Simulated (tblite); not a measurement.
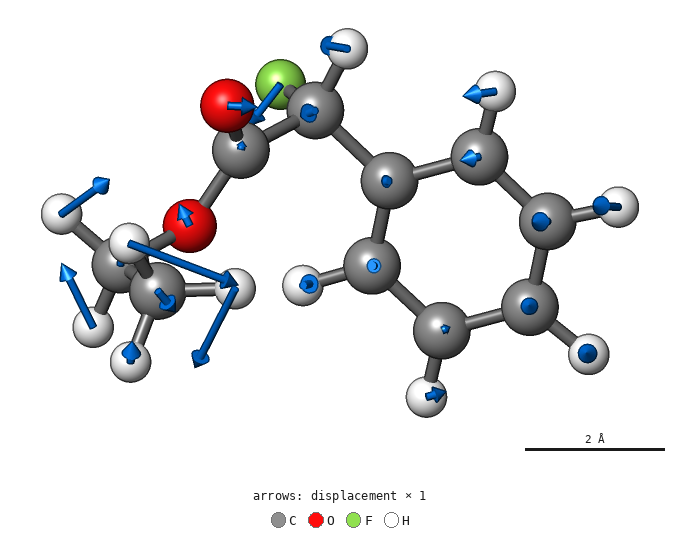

This is a relaxation of C10H11FO2. The starting structure is drawn; blue arrows show the displacements, at their true length. The two geometries are superimposed by the best rigid fit.

A ball-and-stick model, seen at a tilt.

Theory: GFN2-xTB geometry optimisation, gas phase in tblite. 

> Which element moves most?

Hydrogen: up to 1.81 Å, against 0.83 Å for fluorine.

> What did the optimiser do to the structure, and how much energy did it gain?

After 138 geometry steps the energy has fallen by 20.0 kcal/mol. The atom that moves furthest after the best rigid fit is an H atom (1.81 Å). By element the largest moves are H 1.81 Å, F 0.83 Å, C 0.52 Å, O 0.45 Å. Some distances before and after: C–O 1.266 → 1.203 Å, C–H 1.122 → 1.086 Å, C–O 1.354 → 1.322 Å, C–O 1.402 → 1.430 Å. Bond angles that change, for instance: O–C–C 124.6° → 111.3°, C–O–C 125.9° → 117.1°, O–C–C 115.0° → 122.7°. Groups turn about C–C by about 45°, C–C by about 35°, C–C by about 35°.
